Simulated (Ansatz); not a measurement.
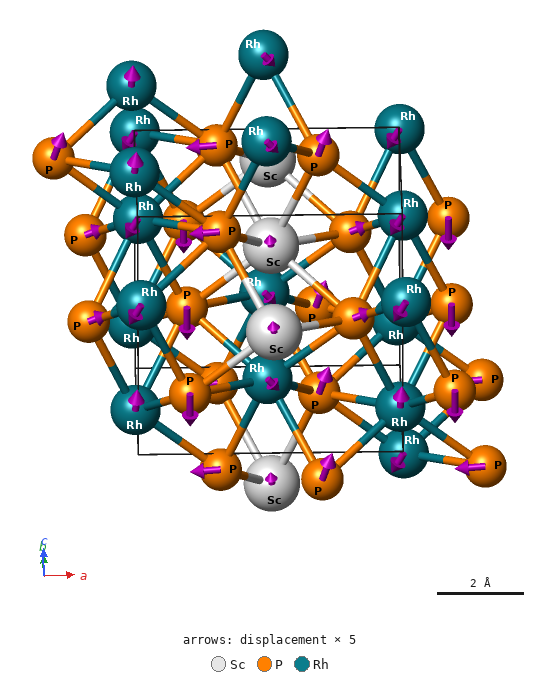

A relaxation of solid ScP4Rh3 (built on the TiP4W3-6 type type). The starting structure is drawn; purple arrows show the displacements (the part carried along by the change of the cell is left out), magnified 5 times.

Style: ball-and-stick. Shown: the cell of the calculation, from a free direction.

Computed with DFT, PBEsol, plane waves, PAW (Ansatz 0.2.0).

Input file:
```yaml
crystal:
  lattice:
    - [6.20653361, 0.0, 0.0]
    - [0.0, 3.53922314, 0.0]
    - [-0.0221091, 0.0, 6.79645413]
  atoms:
    - { symbol: Sc, position: [0.509197, 0.5, 0.690685] }
    - { symbol: P, position: [0.689396, 0.5, 0.06922] }
    - { symbol: P, position: [0.19057, 0.5, 0.434028] }
    - { symbol: P, position: [0.3104, 0.0, 0.933002] }
    - { symbol: P, position: [0.814015, 0.0, 0.562373] }
    - { symbol: Rh, position: [0.00763, 0.5, 0.810463] }
    - { symbol: Rh, position: [0.488869, 0.0, 0.311701] }
    - { symbol: Rh, position: [0.989923, 0.0, 0.188528] }
kpoints:
  mp_grid: { grid: [4, 6, 4] }
hamiltonian:
  xc: pbesol
scf:
  occupations: { method: fermi_dirac, width: 0.03 }
relax:
  f_tol: 0.01
  cell: {}
  max_steps: 120
```

Launched with:
```bash
ansatz run input.yaml --threads 4 --pin off --max-ram 4608MiB --backend cpu --events-out ev --progress --plain --runs-dir out
```

> Describe the change and its energy.

After 9 accepted moves (10 points after the start) the energy has fallen by 562 meV per atom. The largest force component goes from 1.7 to 0.0019 eV/Å. Pressure: −26.16 GPa at the start and −0.01 GPa at the end. The SCF was repeated once at an unchanged geometry on a basis and grid sized afresh for the cell, which shifted the energy by 0.8 meV per atom at most. The atom that moves furthest relative to the cell is P3 (0.19 Å along −c). By element the largest moves are P 0.19 Å, Rh 0.13 Å, Sc 0.06 Å. The volume changes by −21.5 %, with a 6.207 → 5.544 Å (−10.7 %), b 3.539 → 3.521 Å (−0.5 %), c 6.796 → 6.003 Å (−11.7 %), β 90.2° → 91.5°. Some distances before and after: Sc1–Rh6 3.196 → 2.749 Å, Rh7–Rh8 3.223 → 2.803 Å, P5–Rh8 2.769 → 2.368 Å, P3–Rh8 2.730 → 2.368 Å. Among the angles between lasting bonds that change: P3–Rh8–P3 80.8° → 96.0°, Rh6–P5–Rh6 81.1° → 95.7°, Rh7–P2–Rh7 81.1° → 92.6°. The space group stays Pm (No. 6). Cost: 58 s on 4 threads of Arm Neoverse V2, with other jobs on the host, peak memory 0.59 GiB.
